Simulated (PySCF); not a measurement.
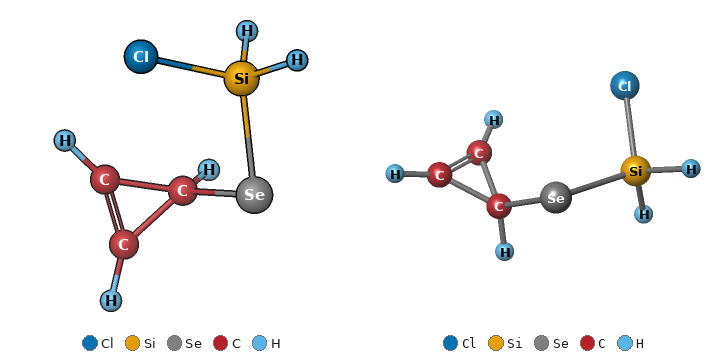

The same structure drawn twice, from different directions.

Identify the structure.

It has 11 atoms: 3 carbon, 5 hydrogen, 1 chlorine, 1 selenium and 1 silicon (C₃H₅ClSeSi). SMILES: `Cl[SiH2][Se]C1C=C1`. Independent rings (smallest set): 1 of 3 members. Among its groups: alkene, Si–H bond. The point group is C1. Coordination, clear cases only: 1 Si tetrahedral; 1 Se bent.

The parts below concern this one geometry. Atoms keep their numbers from picture to picture. The computed structure is the end point of a PBE0-D3(BJ)/def2-SVP optimisation. No frequency run is at hand to confirm it as a minimum.

Geometry

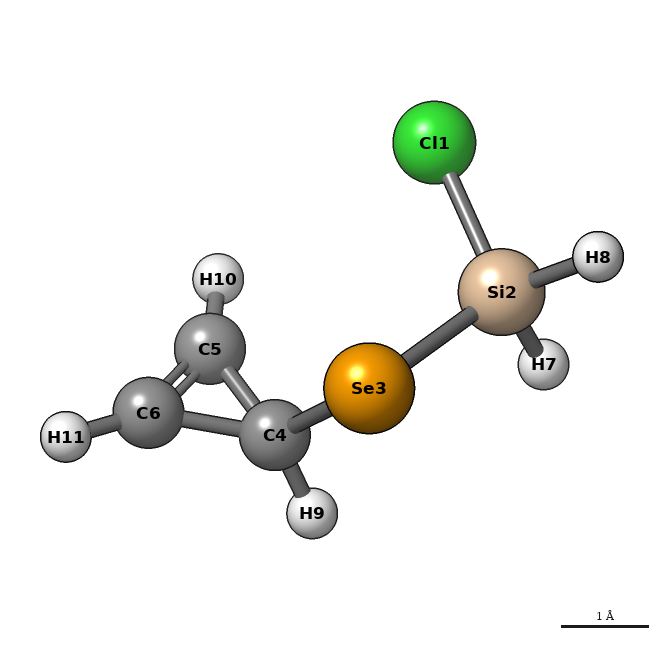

Atoms carry their numbers in the input. No frequency run is at hand to confirm it as a minimum.

Estimate the angles Cl1–Si2–H7, Cl1–Si2–H8, Si2–Se3–C4, Se3–Si2–H7, Se3–C4–C6, Se3–C4–H9, C4–C5–C6, C4–C5–H10, C4–C6–C5, C4–C6–H11, C5–C4–H9, C6–C5–H10.

| angle | degrees |
| --- | --- |
| Cl1–Si2–H7 | 105.5 |
| Cl1–Si2–H8 | 107.7 |
| Si2–Se3–C4 | 94.5 |
| Se3–Si2–H7 | 110.9 |
| Se3–C4–C6 | 119.8 |
| Se3–C4–H9 | 109.4 |
| C4–C5–C6 | 63.9 |
| C4–C5–H10 | 144.5 |
| C4–C6–C5 | 64.1 |
| C4–C6–H11 | 144.9 |
| C5–C4–H9 | 121.9 |
| C6–C5–H10 | 151.5 |

Excitation

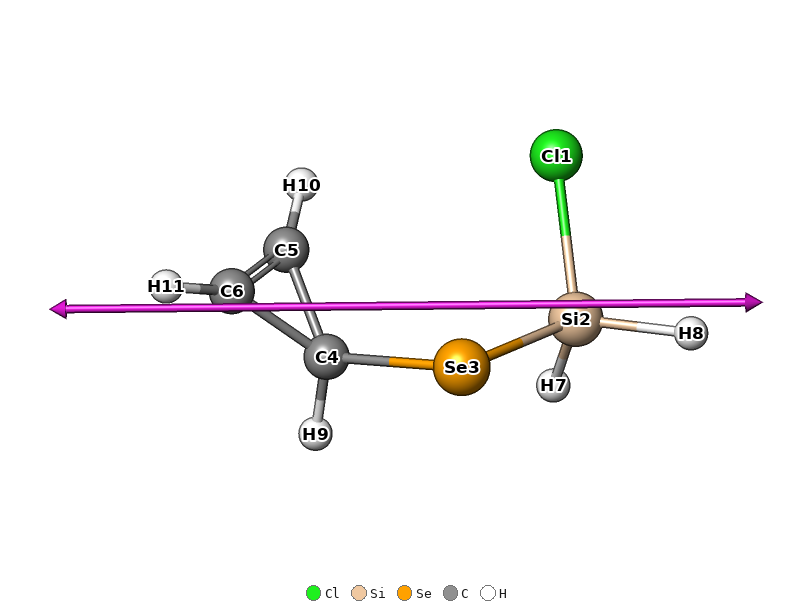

The double arrow shows the direction of the transition dipole to excited singlet state 8 (its length means nothing). No frequency run is at hand to confirm it as a minimum. Properties computed with TDDFT PBE0/aug-cc-pVDZ, vertical, gas phase, core orbitals frozen in the response (PySCF 2.14.0).

Give its energy, strength and character.

6.17 eV (201 nm), oscillator strength 0.021, mainly HOMO−2 → LUMO (weight 0.60); transition dipole 0.96 D.

Polarisability

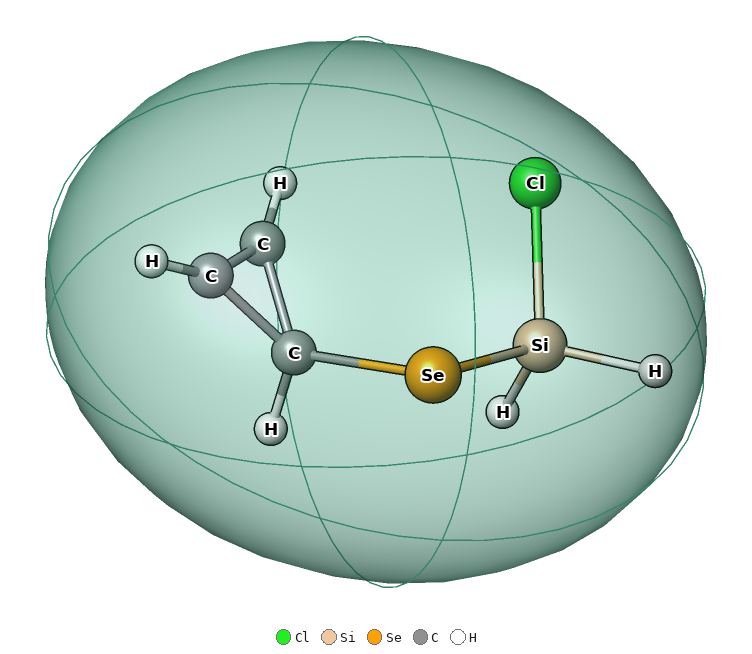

The ellipsoid shows the static dipole polarisability: its half-axes are proportional to the principal values. No frequency run is at hand to confirm it as a minimum. Computed with PBE0/aug-cc-pVDZ (PySCF 2.14.0).

How large and how anisotropic is the polarisability?

Principal values 81.7, 105.4, 120.9 bohr³; mean 102.7 bohr³ (15.21 Å³); anisotropy 34.1 bohr³, so the longest axis is 1.48 times the shortest.

Core levels

No frequency run is at hand to confirm it as a minimum. Method: delta-SCF UKS SCAN, def2-TZVP on the ionised atom, pcseg-1 elsewhere, spin-free X2C (PySCF 2.14.0).

Give the core-electron binding energies (to vacuum; p and d levels without spin–orbit splitting) of Cl1 1s, Cl1 2p, Si2 1s, Si2 2p, C4 1s, C5 1s.

```json
{"atom": "Cl1", "level": "1s", "binding energy (eV)": "2832.4"}
{"atom": "Cl1", "level": "2p", "binding energy (eV)": "206.8"}
{"atom": "Si2", "level": "1s", "binding energy (eV)": "1851.5"}
{"atom": "Si2", "level": "2p", "binding energy (eV)": "108.1"}
{"atom": "C4", "level": "1s", "binding energy (eV)": "292.1"}
{"atom": "C5", "level": "1s", "binding energy (eV)": "291.7"}
```
